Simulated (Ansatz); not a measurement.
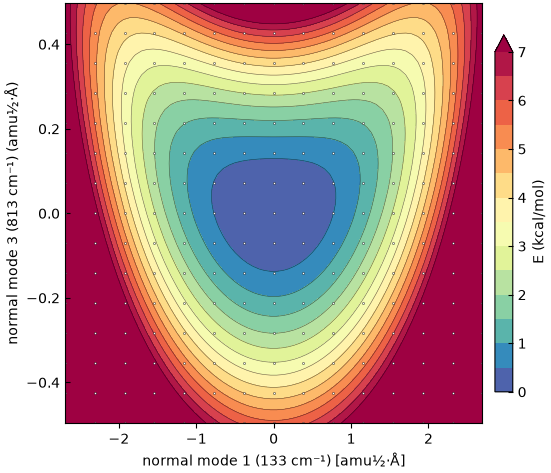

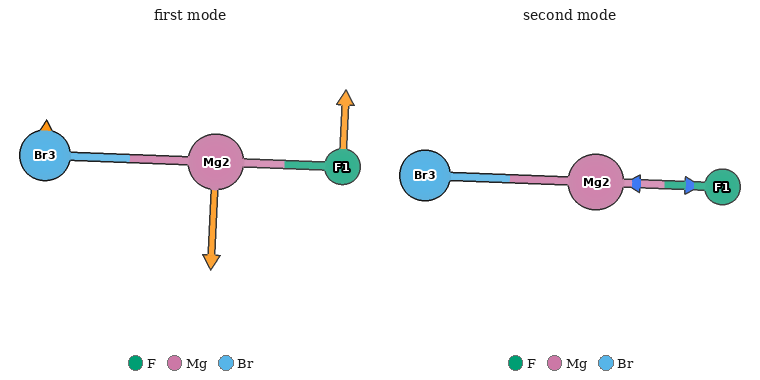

Energy landscape of BrFMg, SMILES [F][Mg][Br]. 
- The first coordinate is: normal mode 1 (133 cm⁻¹); the second: normal mode 3 (813 cm⁻¹).
- Nothing is relaxed (straight displacements along the two mass-weighted modes).
- The grid has 15 × 15 points; 120 points were computed and 105 follow by symmetry.
- Points are written as (first, second).
- Energies: kcal/mol, counted from the lowest grid point.
- These are results of Ansatz, RHF/def2-TZVP, not measurements.

In the figure: filled contours, dots at the grid points, one colour for all values above the top of the scale. Between grid points the surface is interpolated. The second picture is the structure at the lowest point

**Describe this landscape.**

The lowest grid point is at (0.000 amu½·Å, 0.000 amu½·Å). No other kind of well shows on this grid. The highest grid point, (−2.696 amu½·Å, −0.497 amu½·Å), lies 20.3 kcal/mol above the lowest.

The values on the grid:

| normal mode 3 (813 cm⁻¹) ↓, normal mode 1 (133 cm⁻¹) → | −2.696 | −2.311 | −1.926 | −1.541 | −1.156 | −0.770 | −0.385 | 0.000 | 0.385 | 0.770 | 1.156 | 1.541 | 1.926 | 2.311 | 2.696 |
| --- | --- | --- | --- | --- | --- | --- | --- | --- | --- | --- | --- | --- | --- | --- | --- |
| 0.497 | 7.5 | 5.6 | 5.0 | 5.4 | 6.4 | 7.6 | 8.5 | 8.8 | 8.5 | 7.6 | 6.4 | 5.4 | 5.0 | 5.6 | 7.5 |
| 0.426 | 7.5 | 5.2 | 4.1 | 4.0 | 4.6 | 5.3 | 6.0 | 6.2 | 6.0 | 5.3 | 4.6 | 4.0 | 4.1 | 5.2 | 7.5 |
| 0.355 | 7.8 | 5.1 | 3.6 | 3.1 | 3.2 | 3.6 | 4.0 | 4.2 | 4.0 | 3.6 | 3.2 | 3.1 | 3.6 | 5.1 | 7.8 |
| 0.284 | 8.2 | 5.2 | 3.4 | 2.4 | 2.2 | 2.3 | 2.5 | 2.6 | 2.5 | 2.3 | 2.2 | 2.4 | 3.4 | 5.2 | 8.2 |
| 0.213 | 8.7 | 5.5 | 3.3 | 2.1 | 1.5 | 1.4 | 1.4 | 1.4 | 1.4 | 1.4 | 1.5 | 2.1 | 3.3 | 5.5 | 8.7 |
| 0.142 | 9.4 | 6.0 | 3.6 | 2.0 | 1.2 | 0.8 | 0.6 | 0.6 | 0.6 | 0.8 | 1.2 | 2.0 | 3.6 | 6.0 | 9.4 |
| 0.071 | 10.2 | 6.6 | 4.0 | 2.2 | 1.1 | 0.5 | 0.2 | 0.1 | 0.2 | 0.5 | 1.1 | 2.2 | 4.0 | 6.6 | 10.2 |
| 0.000 | 11.1 | 7.4 | 4.5 | 2.6 | 1.3 | 0.5 | 0.1 | 0.0 | 0.1 | 0.5 | 1.3 | 2.6 | 4.5 | 7.4 | 11.1 |
| −0.071 | 12.2 | 8.3 | 5.3 | 3.1 | 1.7 | 0.8 | 0.3 | 0.1 | 0.3 | 0.8 | 1.7 | 3.1 | 5.3 | 8.3 | 12.2 |
| −0.142 | 13.3 | 9.3 | 6.2 | 3.9 | 2.3 | 1.3 | 0.7 | 0.5 | 0.7 | 1.3 | 2.3 | 3.9 | 6.2 | 9.3 | 13.3 |
| −0.213 | 14.6 | 10.5 | 7.3 | 4.9 | 3.1 | 2.0 | 1.4 | 1.2 | 1.4 | 2.0 | 3.1 | 4.9 | 7.3 | 10.5 | 14.6 |
| −0.284 | 15.9 | 11.8 | 8.5 | 6.0 | 4.1 | 2.9 | 2.2 | 2.0 | 2.2 | 2.9 | 4.1 | 6.0 | 8.5 | 11.8 | 15.9 |
| −0.355 | 17.3 | 13.1 | 9.8 | 7.2 | 5.3 | 4.0 | 3.3 | 3.0 | 3.3 | 4.0 | 5.3 | 7.2 | 9.8 | 13.1 | 17.3 |
| −0.426 | 18.8 | 14.6 | 11.2 | 8.6 | 6.6 | 5.3 | 4.5 | 4.3 | 4.5 | 5.3 | 6.6 | 8.6 | 11.2 | 14.6 | 18.8 |
| −0.497 | 20.3 | 16.2 | 12.8 | 10.1 | 8.1 | 6.7 | 5.9 | 5.6 | 5.9 | 6.7 | 8.1 | 10.1 | 12.8 | 16.2 | 20.3 |

Each point was launched as `ansatz run input.yaml --threads 1 --pin off --max-ram 2560MiB --backend cpu --events-out ev --progress --plain --runs-dir out`. The whole map (120 points run) took 4.3 min on 1 thread of Arm Neoverse V1 (shared host).
